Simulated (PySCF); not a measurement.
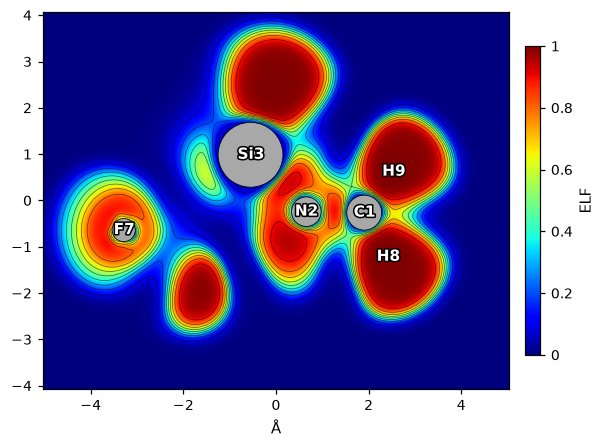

C3H10FNSi2. ELF on the plane of atoms C1, N2 and Si3. Grey discs cover the atomic cores.

Geometry: GFN2-xTB.

The calculation used PBE0/def2-SVPD, SCF density, gas phase in PySCF 2.14.0.

```xyz
17

C    -2.1539   -1.6785   -0.8688
N    -1.2760   -0.8282   -0.6090
Si   -0.0766   -0.6360    0.6095
Si    1.9474   -1.0649   -0.4258
C    -0.3159    1.2024    1.0874
C     0.1150    2.1407   -0.0195
F     1.4692    2.0147   -0.2586
H    -2.7422   -1.5791   -1.7780
H    -2.3925   -2.5378   -0.2371
H    -0.3061   -1.3887    1.8628
H     2.0671   -0.4994   -1.7681
H     2.1412   -2.5159   -0.5645
H     3.0551   -0.5601    0.3847
H     0.2612    1.4301    1.9835
H    -1.3601    1.4141    1.3132
H    -0.0498    3.1935    0.2387
H    -0.3901    1.9053   -0.9606
```

**Describe what can be read from this map.**

Atoms in the plane: C, N, Si, F and H.
C–N (1.25 Å): the ELF peaks at about 0.90 between the atoms; a short, multiple covalent bond.
Si–N (1.72 Å): the ELF peaks at about 0.90 between the atoms, as expected for a polar covalent bond.
C–H (1.09 Å): the ELF climbs to about 1 towards the hydrogen, as it does in any bond to H: a covalent bond by its length.
The ELF also peaks beside F7 and N2, away from the bonds: lone-pair regions.
